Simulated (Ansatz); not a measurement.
## Pressure series in MnSi

The reference is MnSi (space group P2_13, No. 198; a = 4.5182 Å; ferromagnetic).

Cell and atoms are relaxed at each pressure.

All numbers come from Ansatz (a quantum-chemistry and plane-wave program) PBE, without spin-orbit coupling, earlier PAW set.

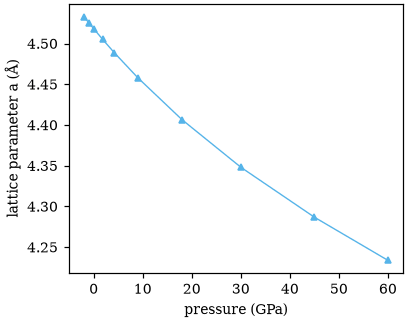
Figure: Lattice parameter a against pressure

| pressure (GPa) | lattice parameter a |
|---|---|
| -2 | 8.566 bohr |
| -1 | 8.552 bohr |
| 1.8 | 8.514 bohr |
| 4.2 | 8.483 bohr |
| 9 | 8.424 bohr |
| 18 | 8.327 bohr |
| 30 | 8.217 bohr |
| 45 | 8.101 bohr |
| 60 | 8.001 bohr |

Other magnetic orders, which the real material may have, were not ruled out. Load acts through the strain it causes; cell and atoms are relaxed under it. Whether these cells are dynamically stable was not tested. No other phases were tried under pressure.
